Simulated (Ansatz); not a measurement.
# Si₂F (doublet): from Hartree-Fock to the top rungs, cc-pVDZ

Aim: climb from Hartree-Fock through coupled cluster for Si₂F (doublet) at one geometry and basis, and see what each rung misses.

Program: Ansatz 0.2.0, Gaussian basis. Level of theory: cc-pVDZ, core rule «outside noble gas», up to 11 orbitals frozen. These are calculated values, not measurements.

To be run: UHF; CCSD(T) on ROHF; CCSD(T) on UHF; BCCD(T) on ROHF; CISD; CCSDT(Q) on ROHF; CCSDT(Q) on UHF.

31 further runs of the same task are left out: 10 for a known fault of the program, 10 that didn't finish, 11 set aside as unsound or not needed.

### Step 1. The system

The geometry is a PBE0/def2-TZVP stationary point (not a proven minimum) of the parent state, kept for this charge and spin.

3 atoms, charge 0, spin multiplicity 2.

Atoms are counted from 1 here; the program's logs count them from 0.

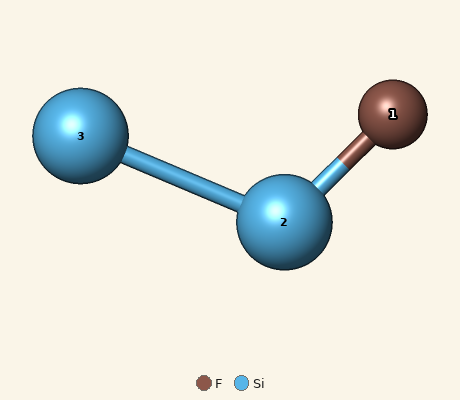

The structure; fluorine brown, silicon blue; atoms are numbered from 1 in the order of the file.

In the tables R marks a restricted open-shell determinant and U an unrestricted one; energies count from the table's Hartree-Fock row.

### Step 2. UHF

in.yaml reads:

```yaml
crystal:
  periodic: [false, false, false]
  atoms:
    - {symbol: F, position_ang: [0.000000, -0.606197, 1.621189]}
    - {symbol: Si, position_ang: [0.000000, 0.594494, 0.550881]}
    - {symbol: Si, position_ang: [0.000000, -0.184433, -1.647532]}
basis:
  gaussian: {orbitals: cc-pVDZ}
magnetization: {spin_polarized: true, initial_magnetization: 1}
hamiltonian: {xc: hf}
output: {orbitals: {seedname: orbitals}}
```

The run is started by

```bash
$ ansatz run in.yaml --threads 1 --pin off --events-out ev --progress --plain --max-ram 2393MiB
```

The log of the run, cut to the lines that bear on the results:

```text
Functional definition: HF
  name "HF"
  cite "Fock, Z. Phys. 61, 126 (1930) doi:10.1007/BF01340294"
  parent pbe
[...]
499 factors; integrals over basis functions are off by at most 8.0e-4 eV
[...]
mean field -18428.95798493 eV, -677.2517143498 hartree, gradient 6.5e-6 eV, S^2 1.755108; 14 other end points of the search recorded, 0 dependent functions left out
reference -18428.95798493 eV, -677.2517143498 hartree; 19, 18 occupied and 31, 32 virtual orbitals, 499 factors
Total energy: -18428.95798493 eV, -677.2517143498 hartree
```

Wall time 15 s (1 thread of AMD EPYC, shared host).

From the report: ⟨S²⟩ of the determinant 1.755 (pure doublet: 0.75). The determinant is far from a pure spin state, so its energy mixes those of several spin states (harmless only where they are near-degenerate, as at dissociation).

### Step 3. CCSD(T) on ROHF

Changes to in.yaml since step 2:

```diff
@@ -8,4 +8,3 @@
   gaussian: {orbitals: cc-pVDZ}
-magnetization: {spin_polarized: true, initial_magnetization: 1}
-hamiltonian: {xc: hf}
-output: {orbitals: {seedname: orbitals}}
+magnetization: {spin_polarized: false, initial_magnetization: 1}
+correlation: {method: ccsd_t, electrons: outside_noble_gas}
```

Same command.

The log of the run, cut to the lines that bear on the results:

```text
Functional definition: HF
  name "HF"
  cite "Fock, Z. Phys. 61, 126 (1930) doi:10.1007/BF01340294"
  parent pbe
[...]
499 factors; integrals over basis functions are off by at most 8.0e-4 eV
[...]
mean field -18428.42585341 eV, -677.2321588773 hartree, gradient 2.1e-6 eV, S^2 0.750000; 18 other end points of the search recorded, 0 dependent functions left out
[...]
determinant -18428.42585341 eV, -677.2321588773 hartree, with singles and doubles -18438.16381694 eV, -677.5900224364 hartree
determinant -18427.98173124 eV, -677.2158376883 hartree, with singles and doubles -18438.02627833 eV, -677.5849679856 hartree
determinant -18427.78556628 eV, -677.2086287592 hartree, with singles and doubles -18437.45923732 eV, -677.5641296129 hartree
determinant -18426.24220498 eV, -677.1519112776 hartree, with singles and doubles -18436.20691462 eV, -677.5181076025 hartree
determinant -18425.68561959 eV, -677.1314571417 hartree, with singles and doubles -18435.97497944 eV, -677.5095841416 hartree
determinant -18424.96514685 eV, -677.1049802568 hartree, with singles and doubles -18435.01385064 eV, -677.4742633100 hartree
determinant -18428.42585341 eV, -677.2321588773 hartree, with singles and doubles -18438.19514709 eV, -677.5911737980 hartree
determinant -18427.98173124 eV, -677.2158376883 hartree, with singles and doubles -18438.04610264 eV, -677.5856965155 hartree
unrestricted determinant -18428.95798493 eV, -677.2517143498 hartree, S^2 1.7551
11 core orbitals not correlated: weight in the atoms' cores, before any rotation towards them, 1.000 or more for the frozen orbitals, at most 0.000 for the correlated occupied ones
reference -18428.42585341 eV, -677.2321588773 hartree; 8, 7 occupied and 31, 32 virtual orbitals, 499 factors
second order -8.75834137 eV of doubles, -0.04537106 eV of singles
cycle   1  -9.76929466 eV  change   -9.8e-7 eV  update   5.7e-6
perturbative correction -0.29260546 eV, -0.0107530522 hartree
Total energy: -18438.48775353 eV, -677.6019268863 hartree
```

Run time: 38 s. Hardware: 1 thread of AMD EPYC, shared host.

From the report: correlation -10.0619 eV; T1 0.077; largest double amplitude 0.08.

### Step 4. CCSD(T) on UHF

Changes to in.yaml since step 3:

```diff
@@ -8,3 +8,3 @@
   gaussian: {orbitals: cc-pVDZ}
-magnetization: {spin_polarized: false, initial_magnetization: 1}
+magnetization: {spin_polarized: true, initial_magnetization: 1}
 correlation: {method: ccsd_t, electrons: outside_noble_gas}
```

The command is unchanged.

The log of the run, cut to the lines that bear on the results:

```text
Functional definition: HF
  name "HF"
  cite "Fock, Z. Phys. 61, 126 (1930) doi:10.1007/BF01340294"
  parent pbe
[...]
499 factors; integrals over basis functions are off by at most 8.0e-4 eV
[...]
mean field -18428.95798493 eV, -677.2517143498 hartree, gradient 2.5e-6 eV, S^2 1.755109; 30 other end points of the search recorded, 0 dependent functions left out
determinant -18428.95798493 eV, -677.2517143498 hartree, with singles and doubles -18438.15109870 eV, -677.5895550496 hartree
determinant -18428.93846226 eV, -677.2509969050 hartree, with singles and doubles -18438.19807519 eV, -677.5912814035 hartree
determinant -18428.72545971 eV, -677.2431692055 hartree, with singles and doubles -18438.14456764 eV, -677.5893150374 hartree
determinant -18428.70971768 eV, -677.2425906968 hartree, with singles and doubles -18438.10978327 eV, -677.5880367356 hartree
[...]
determinant -18428.54717086 eV, -677.2366172111 hartree, with singles and doubles -18438.17278303 eV, -677.5903519340 hartree
determinant -18428.46771666 eV, -677.2336973233 hartree, with singles and doubles -18438.01134094 eV, -677.5844190465 hartree
determinant -18428.21538712 eV, -677.2244243836 hartree, with singles and doubles -18438.05766958 eV, -677.5861215927 hartree
determinant -18427.91941989 eV, -677.2135477887 hartree, with singles and doubles -18437.91263545 eV, -677.5807916868 hartree
11 core orbitals not correlated: weight in the atoms' cores, before any rotation towards them, 1.000 or more for the frozen orbitals, at most 0.000 for the correlated occupied ones
reference -18428.93846226 eV, -677.2509969050 hartree; 8, 7 occupied and 31, 32 virtual orbitals, 499 factors
second order -8.36768927 eV of doubles, -0.00000000 eV of singles
cycle   1  -9.28266544 eV  change   -3.6e-6 eV  update   4.8e-6
perturbative correction -0.27604179 eV, -0.0101443485 hartree
Total energy: -18438.49716948 eV, -677.6022729163 hartree
```

It took 95 s on 1 thread of AMD EPYC, shared host.

From the report: ⟨S²⟩ of the determinant 1.675 (pure doublet: 0.75); correlation -9.5587 eV; T1 0.047; largest double amplitude 0.06. The determinant is far from a pure spin state, so its energy mixes those of several spin states (harmless only where they are near-degenerate, as at dissociation).

### Step 5. BCCD(T) on ROHF

Changes to in.yaml since step 4:

```diff
@@ -8,3 +8,3 @@
   gaussian: {orbitals: cc-pVDZ}
-magnetization: {spin_polarized: true, initial_magnetization: 1}
-correlation: {method: ccsd_t, electrons: outside_noble_gas}
+magnetization: {spin_polarized: false, initial_magnetization: 1}
+correlation: {method: bccd_t, electrons: outside_noble_gas}
```

Launched as before.

The log of the run, cut to the lines that bear on the results:

```text
Functional definition: HF
  name "HF"
  cite "Fock, Z. Phys. 61, 126 (1930) doi:10.1007/BF01340294"
  parent pbe
[...]
499 factors; integrals over basis functions are off by at most 8.0e-4 eV
[...]
mean field -18428.42585341 eV, -677.2321588773 hartree, gradient 2.1e-6 eV, S^2 0.750000; 18 other end points of the search recorded, 0 dependent functions left out
[...]
determinant -18428.42585341 eV, -677.2321588773 hartree, with singles and doubles -18438.16381694 eV, -677.5900224364 hartree
determinant -18427.98173124 eV, -677.2158376883 hartree, with singles and doubles -18438.02627833 eV, -677.5849679856 hartree
determinant -18427.78556628 eV, -677.2086287592 hartree, with singles and doubles -18437.45923732 eV, -677.5641296129 hartree
determinant -18426.24220498 eV, -677.1519112776 hartree, with singles and doubles -18436.20691462 eV, -677.5181076025 hartree
[...]
determinant -18424.96514685 eV, -677.1049802568 hartree, with singles and doubles -18435.01385064 eV, -677.4742633100 hartree
determinant -18428.42585341 eV, -677.2321588773 hartree, with singles and doubles -18438.19514709 eV, -677.5911737980 hartree
determinant -18427.98173124 eV, -677.2158376883 hartree, with singles and doubles -18438.04610264 eV, -677.5856965155 hartree
unrestricted determinant -18428.95798493 eV, -677.2517143498 hartree, S^2 1.7551
11 core orbitals not correlated: weight in the atoms' cores, before any rotation towards them, 1.000 or more for the frozen orbitals, at most 0.000 for the correlated occupied ones
reference -18428.42585341 eV, -677.2321588773 hartree; 8, 7 occupied and 31, 32 virtual orbitals, 499 factors
second order -8.75834137 eV of doubles, -0.04537106 eV of singles
cycle   1  -9.78021178 eV  change   -1.1e-2 eV  update   4.9e-2
[...]
cycle  23  -9.76424306 eV  change   -3.2e-6 eV  update   1.2e-5
perturbative correction -0.31421844 eV, -0.0115473149 hartree
Total energy: -18438.50431492 eV, -677.6025355062 hartree
```

Wall time 38 s (1 thread of AMD EPYC, shared host).

From the report: correlation -10.0785 eV; largest double amplitude 0.06.

### Step 6. CISD

Changes to in.yaml since step 5:

```diff
@@ -9,2 +9,2 @@
 magnetization: {spin_polarized: false, initial_magnetization: 1}
-correlation: {method: bccd_t, electrons: outside_noble_gas}
+correlation: {active_space: {ras: {orbitals: [7, 1, 31], electrons: 15, max_holes: 2, max_particles: 2}, fixed_orbitals: true}}
```

Launched as before.

The log of the run, cut to the lines that bear on the results:

```text
Functional definition: HF
  name "HF"
  cite "Fock, Z. Phys. 61, 126 (1930) doi:10.1007/BF01340294"
  parent pbe
[...]
499 factors; integrals over basis functions are off by at most 8.0e-4 eV
[...]
mean field -18428.42585341 eV, -677.2321588773 hartree, gradient 2.1e-6 eV, S^2 0.750000; 14 other end points of the search recorded, 0 dependent functions left out
reference -18428.42585341 eV, -677.2321588773 hartree; 19, 18 occupied and 31, 32 virtual orbitals, 499 factors
state -18437.04941714 eV, -677.5490689990 hartree
Total energy: -18437.04941714 eV, -677.5490689990 hartree
```

It took 18 s on 1 thread of AMD EPYC, shared host.

From the report: 63,711 determinants.

### Step 7. CCSDT(Q) on ROHF

Changes to in.yaml since step 6:

```diff
@@ -9,2 +9,2 @@
 magnetization: {spin_polarized: false, initial_magnetization: 1}
-correlation: {active_space: {ras: {orbitals: [7, 1, 31], electrons: 15, max_holes: 2, max_particles: 2}, fixed_orbitals: true}}
+correlation: {method: ccsdt_q, electrons: outside_noble_gas}
```

Launched as before.

The log of the run, cut to the lines that bear on the results:

```text
Functional definition: HF
  name "HF"
  cite "Fock, Z. Phys. 61, 126 (1930) doi:10.1007/BF01340294"
  parent pbe
[...]
913 factors; integrals over basis functions are off by at most 1.2e-7 eV
[...]
mean field -18428.42598983 eV, -677.2321638904 hartree, gradient 2.4e-6 eV, S^2 0.750000; 18 other end points of the search recorded, 0 dependent functions left out
[...]
determinant -18428.42598983 eV, -677.2321638904 hartree, with singles and doubles -18438.16398444 eV, -677.5900285916 hartree
determinant -18427.98186047 eV, -677.2158424375 hartree, with singles and doubles -18438.02643589 eV, -677.5849737759 hartree
determinant -18427.78569705 eV, -677.2086335648 hartree, with singles and doubles -18437.45940693 eV, -677.5641358457 hartree
determinant -18426.24234764 eV, -677.1519165202 hartree, with singles and doubles -18436.20709188 eV, -677.5181141167 hartree
[...]
determinant -18424.96529988 eV, -677.1049858804 hartree, with singles and doubles -18435.01406857 eV, -677.4742713185 hartree
determinant -18428.42598983 eV, -677.2321638904 hartree, with singles and doubles -18438.19531585 eV, -677.5911799999 hartree
determinant -18427.98186047 eV, -677.2158424375 hartree, with singles and doubles -18438.04626007 eV, -677.5857023011 hartree
unrestricted determinant -18428.95813691 eV, -677.2517199351 hartree, S^2 1.7551
11 core orbitals not correlated: weight in the atoms' cores, before any rotation towards them, 1.000 or more for the frozen orbitals, at most 0.000 for the correlated occupied ones
reference -18428.42598983 eV, -677.2321638904 hartree; 8, 7 occupied and 31, 32 virtual orbitals, 913 factors
second order -8.75839093 eV of doubles, -0.04537097 eV of singles
cycle   1  -9.25817875 eV  change   -4.5e-1 eV  update   1.2e-1
[...]
cycle  72  -10.10907889 eV  change   -2.5e-7 eV  update   7.8e-7
perturbative correction -0.03729766 eV, -0.0013706639 hartree
Total energy: -18438.57236638 eV, -677.6050363513 hartree
```

Wall time 3.9 min (1 thread of AMD EPYC, shared host); peak memory 0.85 GiB.

From the report: correlation -10.1464 eV; T1 0.055; largest double amplitude 0.19.

### Step 8. CCSDT(Q) on UHF

Changes to in.yaml since step 7:

```diff
@@ -8,3 +8,3 @@
   gaussian: {orbitals: cc-pVDZ}
-magnetization: {spin_polarized: false, initial_magnetization: 1}
+magnetization: {spin_polarized: true, initial_magnetization: 1}
 correlation: {method: ccsdt_q, electrons: outside_noble_gas}
```

Same command.

The log of the run, cut to the lines that bear on the results:

```text
Functional definition: HF
  name "HF"
  cite "Fock, Z. Phys. 61, 126 (1930) doi:10.1007/BF01340294"
  parent pbe
[...]
913 factors; integrals over basis functions are off by at most 1.2e-7 eV
[...]
mean field -18428.95813691 eV, -677.2517199351 hartree, gradient 2.5e-6 eV, S^2 1.755112; 30 other end points of the search recorded, 0 dependent functions left out
determinant -18428.95813691 eV, -677.2517199351 hartree, with singles and doubles -18438.15126883 eV, -677.5895613019 hartree
determinant -18428.93861663 eV, -677.2510025777 hartree, with singles and doubles -18438.19824380 eV, -677.5912875999 hartree
determinant -18428.72560817 eV, -677.2431746613 hartree, with singles and doubles -18438.14473356 eV, -677.5893211351 hartree
determinant -18428.70986353 eV, -677.2425960567 hartree, with singles and doubles -18438.10994987 eV, -677.5880428580 hartree
[...]
determinant -18428.21552039 eV, -677.2244292813 hartree, with singles and doubles -18438.05782682 eV, -677.5861273713 hartree
determinant -18427.91956648 eV, -677.2135531758 hartree, with singles and doubles -18437.91279609 eV, -677.5807975900 hartree
11 core orbitals not correlated: weight in the atoms' cores, before any rotation towards them, 1.000 or more for the frozen orbitals, at most 0.000 for the correlated occupied ones
reference -18428.93861663 eV, -677.2510025777 hartree; 8, 7 occupied and 31, 32 virtual orbitals, 913 factors
second order -8.36770647 eV of doubles, -0.00000000 eV of singles
cycle   1  -8.76078901 eV  change   -3.9e-1 eV  update   1.1e-1
[...]
cycle  71  -9.65146829 eV  change   -3.7e-7 eV  update   1.1e-6
perturbative correction -0.05782511 eV, -0.0021250338 hartree
WARN: the results are in doubt because among natural orbitals full CI differs from the method by +0.094 eV
Total energy: -18438.64791003 eV, -677.6078125293 hartree
In doubt: among natural orbitals full CI differs from the method by +0.094 eV
```

It took 5.5 min on 1 thread of AMD EPYC, shared host; peak memory 0.62 GiB.

From the report: ⟨S²⟩ of the determinant 1.675 (pure doublet: 0.75); correlation -9.7093 eV; T1 0.027; largest double amplitude 0.33. The determinant is far from a pure spin state, so its energy mixes those of several spin states (harmless only where they are near-degenerate, as at dissociation). The program marks this result as in doubt; its last lines say why.

### Step 9. All levels against the top one

No level here is safe as a reference; RCCSDT(Q) serves as a yardstick only. Rows without a time come out of other runs: HF, MP2 and CCSD of CCSD(T), CCSDT of CCSDT(Q).

Differences are taken before rounding.

```
   method  energy from the lowest RHF (meV)  from RCCSDT(Q) (meV)     time
      RHF                               0.0              +10146.5         
      UHF                            -532.1               +9614.4     15 s
     RMP2                           -8803.7               +1342.8         
     UMP2                           -8880.3               +1266.2         
     CISD                           -8623.6               +1522.9     18 s
    RCCSD                           -9769.3                +377.2         
    UCCSD                           -9795.3                +351.2         
 RCCSD(T)                          -10061.9                 +84.6     38 s
 UCCSD(T)                          -10071.3                 +75.2     95 s
  BCCD(T)                          -10078.5                 +68.1     38 s
   RCCSDT                          -10109.2                 +37.3         
   UCCSDT                          -10164.2                 -17.7         
RCCSDT(Q)                          -10146.5                     0  3.9 min
UCCSDT(Q)                          -10222.1                 -75.5  5.5 min
```

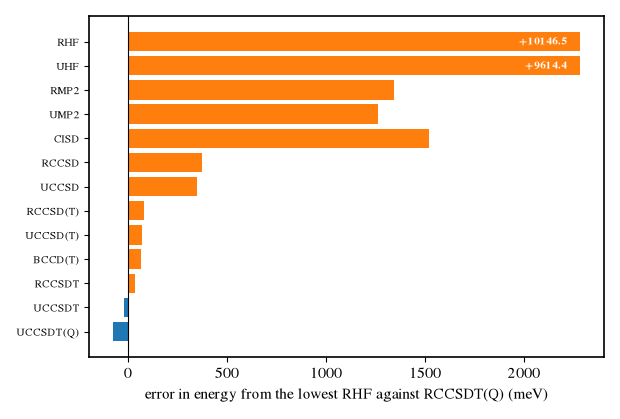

Deviations from RCCSDT(Q), method by method. Bars with a number in them are cut short.

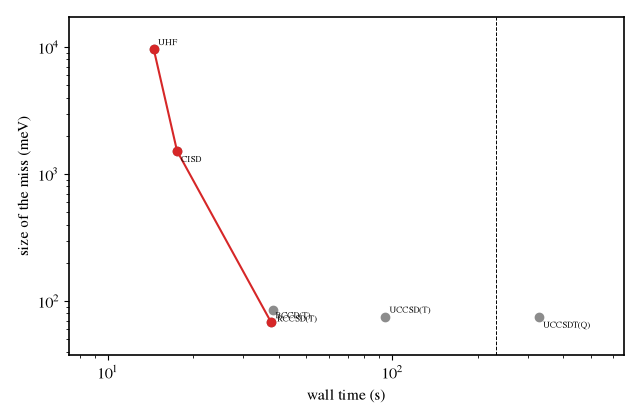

Accuracy for the time spent; red marks the levels that beat every quicker one drawn (of those quicker than the yardstick), and the dashed line is the time of RCCSDT(Q). Times are from a shared host.

The program flags UCCSDT(Q) as in doubt (see the logs), so those rows may rest on another solution; read them beside their warnings.

### Step 10. Outcome

```
                      quantity        value
RCCSDT(Q) below the RHF energy  -10.1465 eV
           RMP2 from RCCSDT(Q)  +1342.8 meV
           UMP2 from RCCSDT(Q)  +1266.2 meV
          RCCSD from RCCSDT(Q)   +377.2 meV
       RCCSD(T) from RCCSDT(Q)    +84.6 meV
       UCCSD(T) from RCCSDT(Q)    +75.2 meV
      UCCSDT(Q) from RCCSDT(Q)    -75.5 meV
                 T1 diagnostic        0.077
```

**Reading.** RCCSD(T) lands +84.6 meV from the yardstick (0.8 % of the correlation energy). Coupled cluster took another determinant than the lowest Hartree-Fock one. Warnings: spin contamination; coupled cluster took another determinant than the lowest; large T1 diagnostic.
